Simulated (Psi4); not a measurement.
# HF/STO-3G run of GaSiH4OF (SMILES [F][GaH][O][SiH3])

What is the vertical ionisation energy of GaSiH4OF at HF/STO-3G? 

The calculation is run with Psi4 1.11.

2 further runs of the same task are left out: 1 that didn't finish, 1 set aside as unsound or not needed.

### Step 1. The structure to begin with

GaSiH4OF has 8 atoms, charge 0, and is taken as a singlet. As SMILES, `[F][GaH][O][SiH3]`. The coordinates come from a PBE0-D4/def2-TZVP relaxation. This is one conformer, not always the lowest.

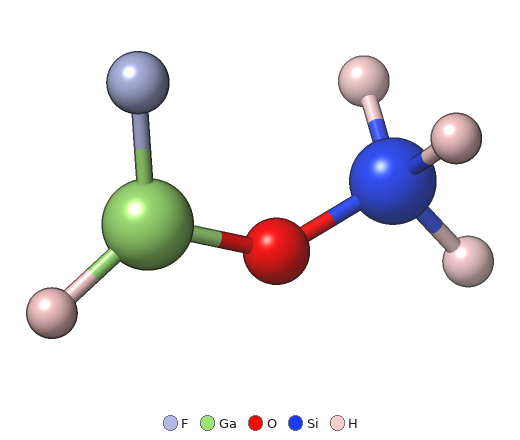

The structure, seen from a chosen angle (fluorine light blue, gallium green, oxygen red, silicon blue, hydrogen pink).

### Step 2. Energy and forces at HF/STO-3G

The input, fgah4osi.json:

```json
{
  "schema_name": "qcschema_input",
  "schema_version": 1,
  "molecule": {
    "schema_name": "qcschema_molecule",
    "schema_version": 2,
    "symbols": ["F", "Ga", "O", "Si", "H", "H", "H", "H"],
    "geometry": [1.61968426, 2.78167686, 3.48881237, 2.50180842, 2.30584382, 0.33542639, 0.60886976, 0.04686521, -1.21698362, -1.80053105, -1.78730297, -0.56521708, 4.7112762, 3.74959458, -0.87513217, -2.43302239, -3.2450377, -2.87843083, -1.16898458, -3.5797082, 1.50592275, -4.03891165, -0.27174262, 0.2056022],
    "molecular_charge": 0,
    "molecular_multiplicity": 1,
    "fix_symmetry": "c1",
    "fix_com": true,
    "fix_orientation": true
  },
  "driver": "gradient",
  "model": {
    "method": "hf",
    "basis": "STO-3G"
  },
  "keywords": {
    "puream": true,
    "e_convergence": 1e-09,
    "d_convergence": 1e-08,
    "scf_type": "pk",
    "scf_properties": ["MAYER_INDICES", "MULLIKEN_CHARGES", "QUADRUPOLE"]
  }
}
```

Launch:

```console
$ psi4 --qcschema fgah4osi.json -n 1 --memory 2200MB
```

stdout:

```text
[...]
  Running in c1 symmetry.
[...]
  Nuclear repulsion =  350.543607697449147
[...]
  Multiplicity = 1
[...]
  Nalpha       = 33
  Nbeta        = 33
[...]
    Number of basis functions: 41
[...]
   @RHF iter   1: -2360.29250991146500   -4.27466e+00   1.69501e-02 ADIIS/DIIS
[...]
   @RHF iter  15: -2360.73341080679302   -4.54747e-12   5.63782e-09 DIIS
[...]
    Orbital Energies [Eh]
    ---------------------
    Doubly Occupied:
       1A   -374.609383     2A    -68.004979     3A    -46.679778
       4A    -41.902839     5A    -41.896327     6A    -41.894781
       7A    -25.800400     8A    -20.131203     9A     -5.983921
      10A     -5.779963    11A     -4.009898    12A     -4.009153
      13A     -4.009054    14A     -3.929123    15A     -3.923294
      16A     -3.921449    17A     -1.386115    18A     -1.188851
      19A     -0.672986    20A     -0.530249    21A     -0.473262
      22A     -0.458266    23A     -0.443904    24A     -0.427784
      25A     -0.410055    26A     -0.405542    27A     -0.349565
      28A     -0.349161    29A     -0.335673    30A     -0.307570
      31A     -0.300397    32A     -0.290026    33A     -0.270603
[...]
  @RHF Final Energy: -2360.73341080679302
   => Energetics <=
    Nuclear Repulsion Energy =            350.5436076974491471
    One-Electron Energy =               -4012.3829327682601615
    Two-Electron Energy =                1301.1059142640176560
    Total Energy =                      -2360.7334108067934721
[...]
 Multipole Moments:
 ------------------------------------------------------------------------------------
     Multipole            Electronic (a.u.)      Nuclear  (a.u.)        Total (a.u.)
 ------------------------------------------------------------------------------------
 L = 1.  Multiply by 2.5417464519 to convert [e a0] to [Debye]
 Dipole X            :        -68.8247147           68.8671003            0.0423857
 Dipole Y            :        -68.5562146           68.5220363           -0.0341783
 Dipole Z            :        -22.2879603           22.1065833           -0.1813770
 Magnitude           :                                                    0.1893735
 L = 2.  Multiply by 1.3450342976 to convert [e a0^2] to [Debye ang]
 Quadrupole XX       :       -339.1438379          311.7884020          -27.3554359
 Quadrupole XY       :       -296.5968470          295.5055026           -1.0913444
[...]
  Mulliken Charges: (a.u.)
   Center  Symbol    Alpha    Beta     Spin     Total
       1     F     4.65516  4.65516  0.00000 -0.31033
       2    GA    15.16066 15.16066  0.00000  0.67868
       3     O     4.28707  4.28707  0.00000 -0.57415
       4    SI     6.58385  6.58385  0.00000  0.83229
       5     H     0.55268  0.55268  0.00000 -0.10535
       6     H     0.58514  0.58514  0.00000 -0.17029
       7     H     0.58771  0.58771  0.00000 -0.17541
       8     H     0.58772  0.58772  0.00000 -0.17545
   Total alpha = 33.00000, Total beta = 33.00000, Total charge = -0.00000
[...]
  -Total Gradient:
     Atom            X                  Y                   Z
    ------   -----------------  -----------------  -----------------
       1       -0.013225748948     0.011381051335     0.058065592266
       2        0.026764450348     0.031652330031     0.021126969068
       3       -0.062597380419    -0.073428746221    -0.048121684943
       4        0.026014022175     0.018865043346    -0.009327612040
       5        0.046410869561     0.029671096347    -0.027090822067
       6       -0.006591967133    -0.016119513718    -0.026492866054
       7        0.007935319801    -0.019826206706     0.023316666773
       8       -0.024709565581     0.017804945746     0.008523756985
[...]
```

The result, in JSON:

```text
{
 "driver": "gradient",
 "model": {
  "method": "hf",
  "basis": "STO-3G"
 },
 "success": true,
 "return_result": [-0.01322574894815215, 0.011381051334660375, 0.05806559226577429, 0.026764450348470366, 0.03165233003121416, 0.021126969067805926, -0.06259738041854496, -0.0734287462206348, -0.04812168494331545, 0.02601402217520478, 0.0188650433456903, -0.009327612040401927, 0.04641086956097798, 0.02967109634686746, -0.027090822067049797, -0.006591967133180464, -0.016119513717923917, -0.026492866053849734, 0.007935319801189868, -0.019826206705510552, 0.023316666772811134, -0.024709565581184922, 0.017804945746151546, 0.008523756985341371],
 "properties": {
  "calcinfo_nbasis": 41,
  "calcinfo_nmo": 41,
  "calcinfo_nalpha": 33,
  "calcinfo_nbeta": 33,
  "calcinfo_natom": 8,
  "nuclear_repulsion_energy": 350.54360769744915,
  "return_energy": -2360.733410806793,
  "return_gradient": [-0.01322574894815215, 0.011381051334660375, 0.05806559226577429, 0.026764450348470366, 0.03165233003121416, 0.021126969067805926, -0.06259738041854496, -0.0734287462206348, -0.04812168494331545, 0.02601402217520478, 0.0188650433456903, -0.009327612040401927, 0.04641086956097798, 0.02967109634686746, -0.027090822067049797, -0.006591967133180464, -0.016119513717923917, -0.026492866053849734, 0.007935319801189868, -0.019826206705510552, 0.023316666772811134, -0.024709565581184922, 0.017804945746151546, 0.008523756985341371],
  "scf_one_electron_energy": -4012.38293276826,
  "scf_two_electron_energy": 1301.1059142640177,
  "scf_dipole_moment": [0.04238565482310719, -0.034178276309987154, -0.18137698980240913],
  "scf_total_energy": -2360.733410806793,
  "scf_total_gradient": [-0.01322574894815215, 0.011381051334660375, 0.05806559226577429, 0.026764450348470366, 0.03165233003121416, 0.021126969067805926, -0.06259738041854496, -0.0734287462206348, -0.04812168494331545, 0.02601402217520478, 0.0188650433456903, -0.009327612040401927, 0.04641086956097798, 0.02967109634686746, -0.027090822067049797, -0.006591967133180464, -0.016119513717923917, -0.026492866053849734, 0.007935319801189868, -0.019826206705510552, 0.023316666772811134, -0.024709565581184922, 0.017804945746151546, 0.008523756985341371],
  "scf_iterations": 15
 }
}
```

Run time: 3.6 s. Hardware: 1 thread of AMD EPYC 7R43 (Zen 3), shared host; peak memory 0.2 GiB.

### Step 3. The doublet cation: a single-point energy at UHF/STO-3G

The input, fgah4osi.dat:

```
memory 2.2 GB

molecule mol {
  1 2
  F      0.857100     1.472000     1.846200
  Ga     1.323900     1.220200     0.177500
  O      0.322200     0.024800    -0.644000
  Si    -0.952800    -0.945800    -0.299100
  H      2.493100     1.984200    -0.463100
  H     -1.287500    -1.717200    -1.523200
  H     -0.618600    -1.894300     0.796900
  H     -2.137300    -0.143800     0.108800
  symmetry c1
  no_reorient
  no_com
}

set basis STO-3G
set reference uhf
set puream true
set e_convergence 1e-09
set d_convergence 1e-08
set scf_type pk
set maxiter 100

e_tot, wfn = energy('scf', return_wfn=True)
oeprop(wfn, 'MULLIKEN_CHARGES', 'WIBERG_LOWDIN_INDICES', 'DIPOLE')
```

Launch:

```console
$ psi4 -i fgah4osi.dat -o fgah4osi.out -n 1
```

fgah4osi.out, cut to the lines that bear on the results:

```text
[...]
  Running in c1 symmetry.
[...]
  Nuclear repulsion =  350.543607574192208
[...]
  Multiplicity = 2
[...]
  Nalpha       = 33
  Nbeta        = 32
[...]
    Number of basis functions: 41
[...]
   @UHF iter   1: -2359.81529164972198   -3.79745e+00   1.94905e-02 ADIIS/DIIS
[...]
   @UHF iter  75: -2360.59614878928960    4.54747e-13   9.32072e-09 DIIS
[...]
   @S^2 Observed:                7.531098057E-01
[...]
  @UHF Final Energy: -2360.59614878928960
   => Energetics <=
    Nuclear Repulsion Energy =            350.5436075741922082
    One-Electron Energy =               -3972.7031306123562899
    Two-Electron Energy =                1261.5633742488744247
    Total Energy =                      -2360.5961487892896002
  UHF NO Occupations:
  HONO-2 :   31  A 1.9999026
  HONO-1 :   32  A 1.9986165
[...]
 Multipole Moments:
 ------------------------------------------------------------------------------------
     Multipole            Electronic (a.u.)      Nuclear  (a.u.)        Total (a.u.)
 ------------------------------------------------------------------------------------
 L = 1.  Multiply by 2.5417464519 to convert [e a0] to [Debye]
 Dipole X            :        -67.0756223           68.8671002            1.7914780
 Dipole Y            :        -66.9424189           68.5220362            1.5796173
 Dipole Z            :        -22.0486332           22.1065831            0.0579499
 Magnitude           :                                                    2.3891300
[...]
  Mulliken Charges: (a.u.)
   Center  Symbol    Alpha    Beta     Spin     Total
       1     F     4.58976  4.59431 -0.00455 -0.18407
       2    GA    15.48618 14.42435  1.06184  1.08947
       3     O     4.21748  4.26656 -0.04908 -0.48404
       4    SI     6.57852  6.57315  0.00537  0.84833
       5     H     0.45916  0.46867 -0.00951  0.07216
       6     H     0.55253  0.55283 -0.00030 -0.10535
       7     H     0.55817  0.56005 -0.00188 -0.11822
       8     H     0.55820  0.56008 -0.00188 -0.11829
   Total alpha = 33.00000, Total beta = 32.00000, Total charge =  1.00000
[...]
```

It took 3.3 s on 1 thread of AMD EPYC 7R43 (Zen 3), shared host; peak memory 0.2 GiB.

### Step 4. Outcome

Level: HF/STO-3G.

| quantity | value |
| --- | --- |
| singlet GaSiH4OF: total energy | -2360.73341 Eh |
| singlet GaSiH4OF: dipole moment | 0.48 D |
| singlet GaSiH4OF: HOMO energy | -7.36 eV |
| singlet GaSiH4OF: LUMO energy | 5.86 eV |
| singlet GaSiH4OF: HOMO–LUMO gap | 13.22 eV |
| singlet GaSiH4OF: largest force on an atom | 5.545 eV/Å |
| doublet cation: total energy | -2360.59615 Eh |
| doublet cation: HOMO energy (highest over α and β) | -15.21 eV |
| doublet cation: LUMO energy (lowest over α and β) | -3.97 eV |
| doublet cation: ⟨S²⟩ | 0.753 |
| vertical ionisation energy (to the doublet cation), in doubt | 3.735 eV |

What this shows: Removing an electron at fixed nuclei costs 3.74 eV (360 kJ/mol). The largest force (singlet GaSiH4OF) is 5.54 eV/Å: the shape isn't a stationary point for this species at this level. The negative HOMO energy of the first species, 7.36 eV, lies 3.63 eV above that difference. This value lies far from the orbital energy or is too small for a neutral ground state: the hole may sit in another orbital, or the first species is not in its lowest state. In a minimal basis such a difference can be off by several eV, whatever the method.
